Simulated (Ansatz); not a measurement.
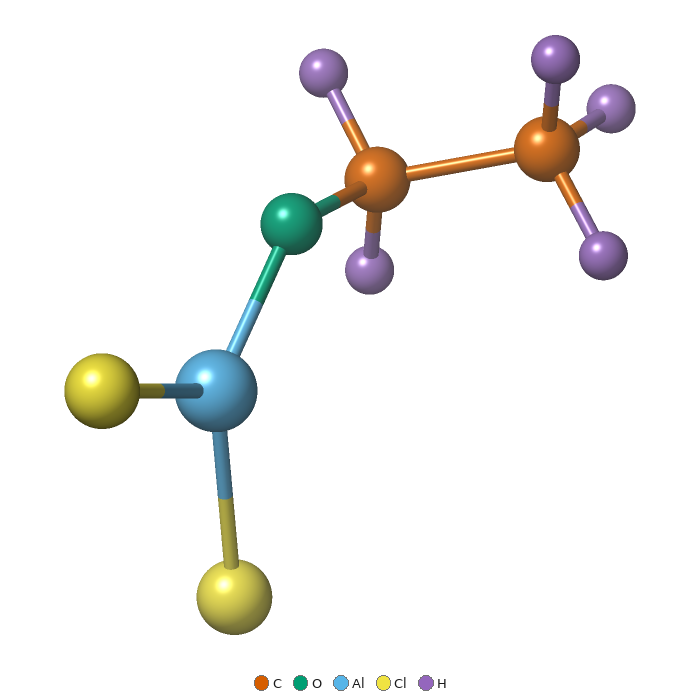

The computed structure is the end point of a PBE0-D4/def2-TZVP optimisation.

Identify the structure.

Formula C₂H₅AlCl₂O. Its SMILES string is `CC[O][Al]([Cl])[Cl]`. The point group is C1. Coordination: 2 C tetrahedral; 1 O bent; 1 Al trigonal planar.

The parts below concern this one geometry. Atoms keep their numbers from picture to picture.

Geometry

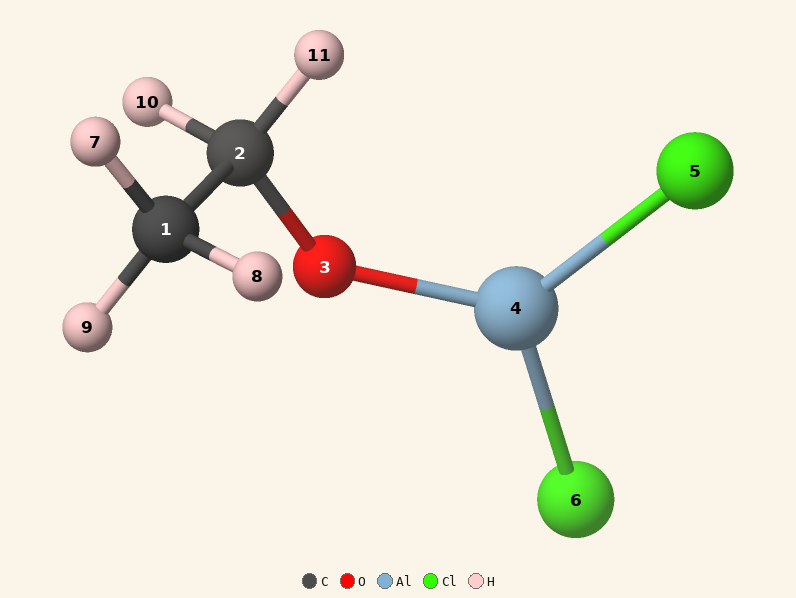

Numbered structure.

List the bonds and their lengths.

```tsv
bond	length (Å)
C1–C2	1.510
C1–H7	1.093
C1–H8	1.093
C1–H9	1.092
C2–O3	1.409
C2–H10	1.095
C2–H11	1.097
O3–Al4	1.665
Al4–Cl5	2.081
Al4–Cl6	2.071
```

Dipole moment

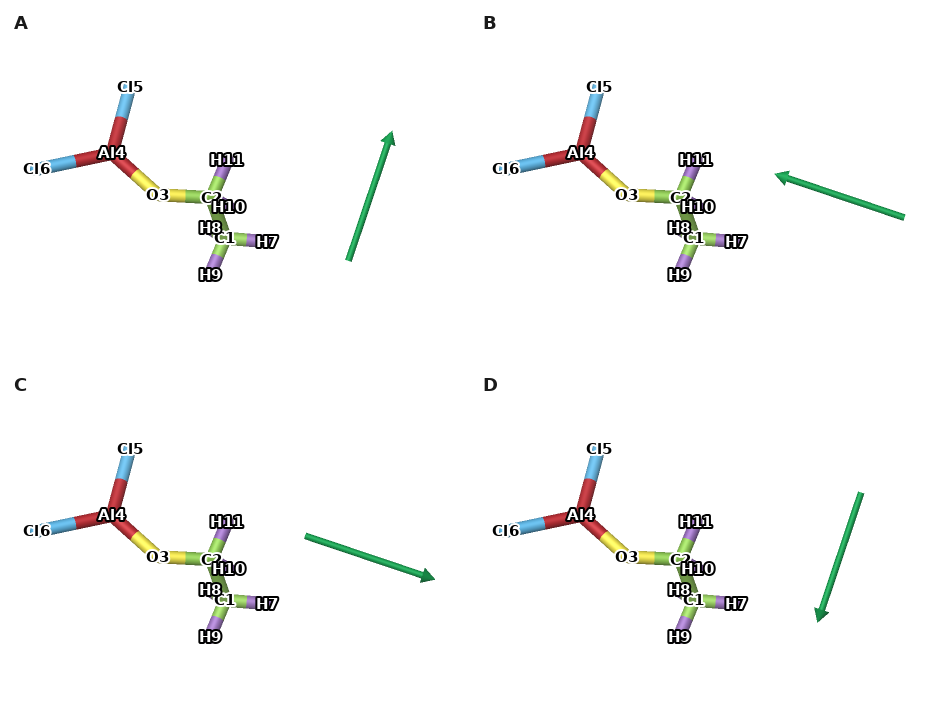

The same molecule four times, each with an arrow. Method: RKS PBE-D4/def2-TZVPP (Ansatz 0.2.0).

Which arrow points along the dipole moment, from the negative to the positive end?

C. The dipole moment is 1.83 D; it points from the side of Cl6 to the side of H7 (the outermost atoms at the two ends).

Vibrations

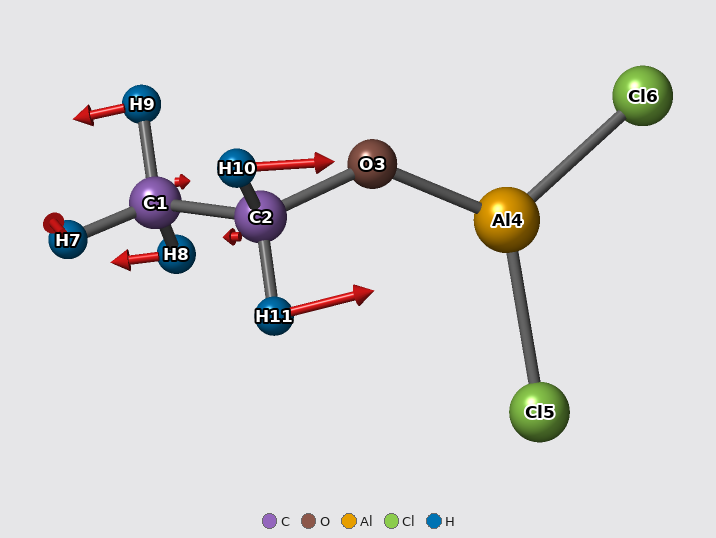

The arrows show one normal mode. Harmonic vibrations computed with RKS PBE0-D4/def2-TZVP (Ansatz 0.2.0) at a stationary point of the same level.

At what wavenumber does it lie?

1417 cm⁻¹; it is mode 19 of 27 counted from the lowest.

Charges

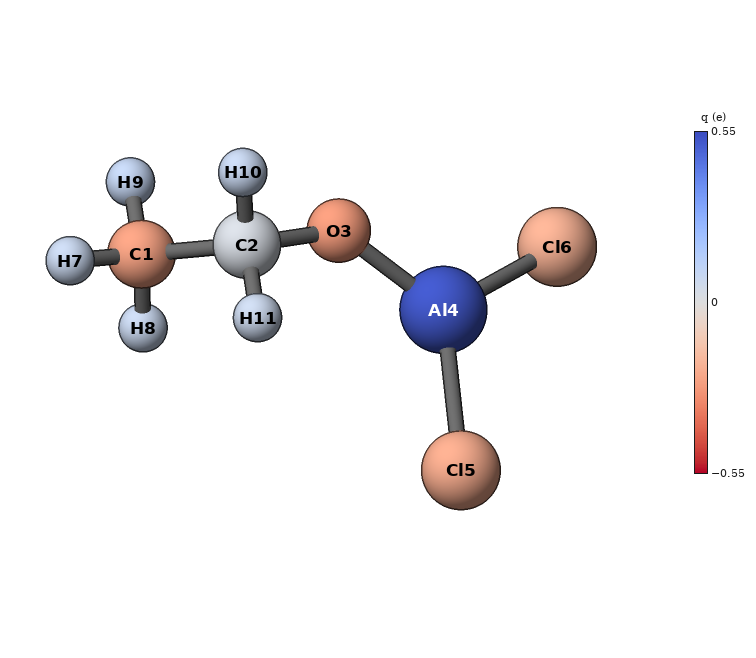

Atoms are coloured by their Mulliken charges. Properties computed with RKS PBE-D4/def2-TZVPP (Ansatz 0.2.0).

Which atom carries the highest charge (most positive or least negative)?

Al4 (0.51 e).

And the lowest?

O3 (−0.27 e).

Give the Mulliken charges atom by atom.

```
atom  value (e)
  C1      −0.25
  C2       0.03
  O3      −0.27
 Al4       0.51
 Cl5      −0.22
 Cl6      −0.20
  H7       0.08
  H8       0.08
  H9       0.09
 H10       0.08
 H11       0.07
```

Mulliken values depend strongly on the basis set and can even reverse the polarity of a bond.
